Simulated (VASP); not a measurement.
Input:

```
Mo3Si
1.0
    4.83546     0.00000     0.00000
    0.00000     4.83546     0.00000
    0.00000     0.00000     4.83546
Si Mo
2 6
Direct
  0.50000   0.50000   0.50000
  0.00000   0.00000   0.00000
  0.25000   0.00000   0.50000
  0.50000   0.25000   0.00000
  0.50000   0.75000   0.00000
  0.75000   0.00000   0.50000
  0.00000   0.50000   0.75000
  0.00000   0.50000   0.25000
```

Level of theory: LDA (Ceperley-Alder, Perdew-Zunger), VASP's LDA PAW potentials (set 64) (plane waves; VASP 6.6.1). Settings: 400 eV cut-off, 7×7×7 Γ-centred mesh, tetrahedra with Blöchl corrections, potentials Si Mo_sv.

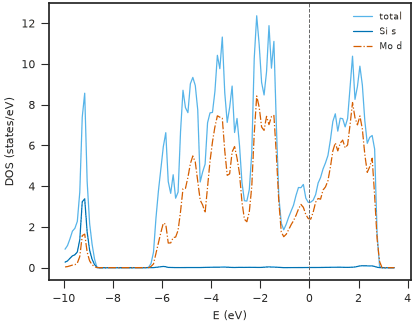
*Total and projected density of states, zero at the Fermi level*

Within 2 eV below the Fermi level the largest weight inside VASP's projection spheres is Mo d.

It has no gap at this level: it comes out as a metal or semimetal.

The compound is Mo3Si in the A15 structure. It was relaxed first.
